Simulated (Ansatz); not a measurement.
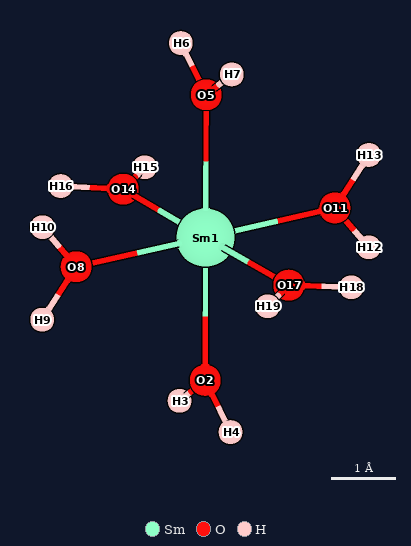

Figure 1. The structure as given in the input (ball-and-stick view, seen at a tilt; atoms are numbered from 1 in the order of the input). Sticks mark near contacts.

## Single-point calculation, with input and output: SmH$_{12}$O$_{6}$ (charge +3)

System: SmH$_{12}$O$_{6}$, charge +3, multiplicity 6.
Method: UKS PBE-D4/def2-TZVP (Ansatz 0.2.0).

The geometry comes from this level: PBE-D4/def2-SVP.

### Output
```
Functional definition: PBE
  name "PBE"
  cite "Perdew, Burke & Ernzerhof, Phys. Rev. Lett. 77, 3865 (1996) doi:10.1103/PhysRevLett.77.3865"
  parent pbe
  parameter kappa = 0.804
  parameter beta = 0.06672455060314922
  exchange = pbe_x(kappa = kappa, mu = beta*pi^2/3)
  correlation = pbe_c(beta = beta)
these checks for a lower state are left out or cut short: starts
basis functions trapped inside cores are left out: 1
2211 factors; their error is unknown
mean field evaluation 1: about -30352.7329 eV, gradient 1.0e1 eV
mean field evaluation 2: about -30353.0834 eV, gradient 5.0e0 eV
mean field evaluation 4: about -30353.0791 eV, gradient 4.6e-1 eV
mean field evaluation 8: about -30353.0809 eV, gradient 3.5e-2 eV
mean field evaluation 16: about -30353.0818 eV, gradient 1.9e-5 eV
mean field -30353.08175341 eV, -1115.4551803800 hartree, gradient 7.5e-6 eV, S^2 8.823647; 0 other end points of the search recorded, 0 dependent functions left out
reference -30353.08183036 eV, -1115.4551832080 hartree; 48, 43 occupied and 302, 307 virtual orbitals, 2211 factors
Total energy: -30353.33798249 eV, -1115.4645966252 hartree
Checks for a lower state left out: starts
```

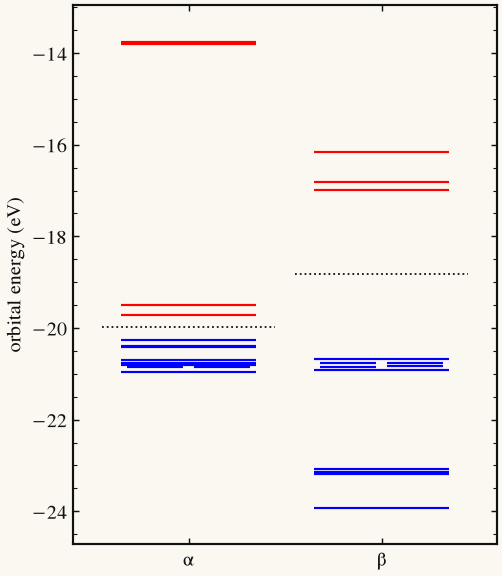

Figure 2. Orbital energies near the frontier for α and β spins; the dotted line parts filled from empty levels, and levels within 0.02 eV of each other stand side by side. α: highest filled −20.26 eV, lowest empty −19.72 eV, 0.54 eV apart; β: highest filled −20.68 eV, lowest empty −16.98 eV, 3.70 eV apart.

This output came from the following input.

### Input file
```yaml
crystal:
  periodic: [false, false, false]
  atoms:
    - {symbol: Sm, position_ang: [0.004184, 0.001278, 0.004105]}
    - {symbol: O, position_ang: [0.172030, 0.194996, 2.394878]}
    - {symbol: H, position_ang: [0.141528, 1.015847, 2.941463]}
    - {symbol: H, position_ang: [0.292558, -0.526666, 3.056830]}
    - {symbol: O, position_ang: [-0.170769, -0.195349, -2.385542]}
    - {symbol: H, position_ang: [-0.288900, 0.526156, -3.047870]}
    - {symbol: H, position_ang: [-0.136637, -1.016565, -2.930872]}
    - {symbol: O, position_ang: [2.390686, 0.162372, -0.186839]}
    - {symbol: H, position_ang: [3.048680, 0.297297, 0.535289]}
    - {symbol: H, position_ang: [2.932574, 0.176563, -1.010431]}
    - {symbol: O, position_ang: [-2.383132, -0.160350, 0.187157]}
    - {symbol: H, position_ang: [-2.928616, -0.174226, 1.008483]}
    - {symbol: H, position_ang: [-3.037258, -0.299278, -0.537614]}
    - {symbol: O, position_ang: [-0.179784, 2.409452, -0.184230]}
    - {symbol: H, position_ang: [-1.001505, 2.957085, -0.175566]}
    - {symbol: H, position_ang: [0.541850, 3.073679, -0.297191]}
    - {symbol: O, position_ang: [0.171229, -2.408948, 0.183999]}
    - {symbol: H, position_ang: [-0.556431, -3.069027, 0.282302]}
    - {symbol: H, position_ang: [0.987703, -2.964325, 0.161649]}
basis:
  gaussian: {orbitals: def2-TZVP, initial_orbitals: start.molden}
total_charge: 3
magnetization: {spin_polarized: true, initial_magnetization: 5}
hamiltonian: {xc: pbe, dispersion: d4}
scf: {omitted_lower_state_checks: [starts]}
output: {orbitals: {seedname: orbitals}}
```

Launch command:
```bash
ansatz run in.yaml --threads 4 --pin off --events-out ev --progress --plain --max-ram 9574MiB
```

### Summary

| quantity | value |
| --- | --- |
| outcome | converged |
| total energy | −30353.3380 eV |
| mean-field energy | −30353.0818 eV |
| dispersion energy | −0.2562 eV |
| ⟨S²⟩ | 8.824 |
| SCF solution under orbital rotations | stable |
| HOMO (either spin) | −20.26 eV |
| LUMO (either spin) | −19.72 eV |
| hardware | 4 threads of Intel Xeon, 180 GiB of memory available, shared host |
| wall time | 40 s (CPU time 2.3 min) |
| peak memory | 1.8 GiB |
